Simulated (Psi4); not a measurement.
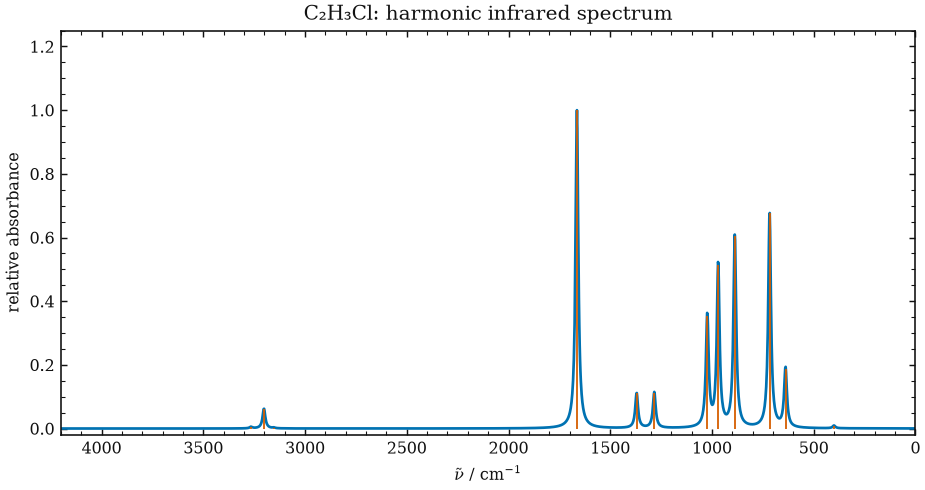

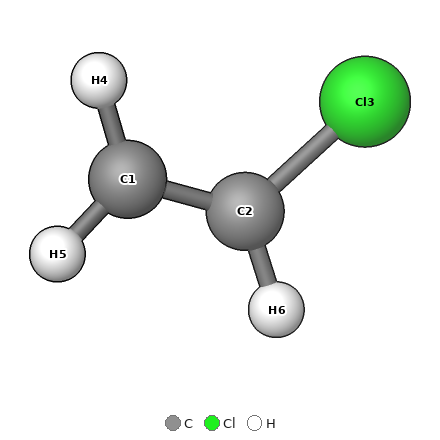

Infrared spectrum of C₂H₃Cl, SMILES C=CCl. Unscaled harmonic wavenumbers and double-harmonic intensities, r2SCAN/def2-SVP in Psi4, at a geometry relaxed at this level, isolated molecule. Lorentzian lines of 16 cm⁻¹ full width. Close modes add up in the curve.

Question: Which is the highest mode?

Answer: 3265.2 cm⁻¹ (0.3 km/mol), a very weak line.

Question: Which lines are the most intense?

Answer: 1663.6 cm⁻¹ (63.6 km/mol), 716.8 cm⁻¹ (43.0 km/mol) and 887.7 cm⁻¹ (38.4 km/mol).

Question: List the modes.

Answer:
| cm⁻¹ | km/mol |
| --- | --- |
| 400.2 | 0.5 |
| 638.5 | 11.9 |
| 716.8 | 43.0 |
| 887.7 | 38.4 |
| 969.5 | 32.6 |
| 1023.0 | 22.4 |
| 1283.4 | 7.2 |
| 1370.2 | 7.0 |
| 1663.6 | 63.6 |
| 3153.5 | 0.1 |
| 3201.9 | 4.0 |
| 3265.2 | 0.3 |

Caveats: double-zeta basis.
